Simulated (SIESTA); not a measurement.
Band structure of MgBr2 (P-3m1, 3 atoms in the cell).

```xyz
3
Lattice="3.7614 0.0000 0.0000 -1.8807 3.2575 0.0000 0.0000 0.0000 6.2425" Properties=species:S:1:pos:R:3 pbc="T T T"
Mg     0.0000     0.0000     0.0000
Br     0.0000     2.1717     1.4575
Br     1.8807     1.0858     4.7850
```

Computed with LDA PW92, numerical atomic orbitals TZP, PseudoDojo LDA standard norm-conserving potentials (rewritten from UPF to PSML) in SIESTA 5.4.2.

Settings: XC.functional = LDA; XC.authors = PW92; potentials = PseudoDojo LDA standard; PAO.BasisSize = TZP; PAO.EnergyShift = 0.005 Ry; MeshCutoff = 300 Ry; kgrid.MonkhorstPack = 10 10 6; OccupationFunction = FD; ElectronicTemperature = 10 K; MaxSCFIterations = 150; SCF.Mixer.Method = Pulay; SCF.Mixer.Weight = 0.1; SCF.Mixer.History = 8; SCF.DM.Tolerance = 1.0E-05.

The starting cell comes from a database of computed structures (which also holds hypothetical and non-ambient phases and stackings), without a prior relaxation at this level. Its lattice was rescaled by a random factor within 2.5 % of one. Values carry the incompleteness of an atom-centred basis.

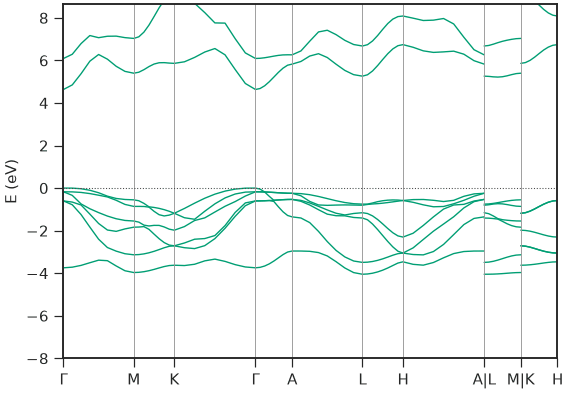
Figure. Bands along the path, energies from the top of the valence band on the path.

Q: Read off roughly the gap and where its edges lie.

A: The gap along the path is about 4.6 eV (computed: 4.63 eV), direct at Γ to within 0.01 eV.

Levels in eV from the top of the valence band on the path, bands 9 to 13:
| point | 9 | 10 | 11 | 12 | 13 |
|---|---|---|---|---|---|
| Γ | -0.60 | -0.17 | -0.17 | 0.00 | 4.63 |
| M | -1.84 | -1.55 | -0.86 | -0.55 | 5.40 |
| K | -2.71 | -1.98 | -1.18 | -1.18 | 5.86 |
| A | -0.53 | -0.53 | -0.24 | -0.24 | 5.83 |
| L | -1.41 | -1.16 | -0.81 | -0.75 | 5.26 |
| H | -3.05 | -2.30 | -0.58 | -0.58 | 6.74 |

Higher empty bands are left out: an atom-centred basis made for the valence describes them poorly.
